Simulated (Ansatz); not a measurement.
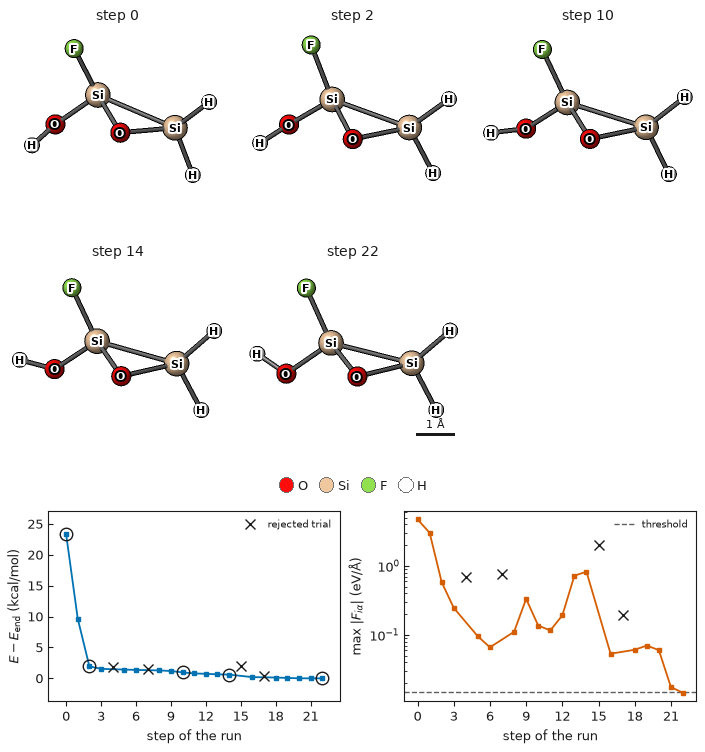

Frames of a relaxation of Si₂H₃O₂F, marked on the history of the run. Style: ball-and-stick. Shown at a tilt.

The run prepares an end point of a later path (torsion) calculation, from a guessed geometry.

The calculation used RKS PBE-D4/def2-SVPD (Ansatz). Set-up: no spin polarisation; force threshold 0.015 eV/Å; at most 40 steps.

**Describe the path.**

The atom that moves furthest after the best rigid fit is an H atom (0.96 Å). Largest moves by element: H 0.96 Å, O 0.43 Å, Si 0.40 Å, F 0.13 Å. Among the contacts that change: O–Si 1.588 → 1.782 Å, F–Si 1.569 → 1.648 Å, O–Si 1.584 → 1.664 Å, O–Si 1.626 → 1.695 Å. Bond angles that change, for instance: Si–O–Si 89.5° → 79.0°, F–Si–O 106.4° → 114.5°, O–Si–Si 44.5° → 52.2°. Groups turn about O–Si by about 100°. The energy falls by 23.4 kcal/mol in 18 accepted moves (22 points after the start). Largest force component: 4.7 eV/Å at the start, 0.015 eV/Å at the end. The line search rejected the trial steps at points 4, 7, 15, 17 of the run. From step 0 to 2: an O atom moves most (0.31 Å), energy −21.4 kcal/mol. From step 2 to 10: an H atom moves most (0.30 Å), energy −0.98 kcal/mol. From step 10 to 14: an H atom moves most (0.26 Å), energy −0.37 kcal/mol. From step 14 to 22: an H atom moves most (0.27 Å), energy −0.60 kcal/mol.
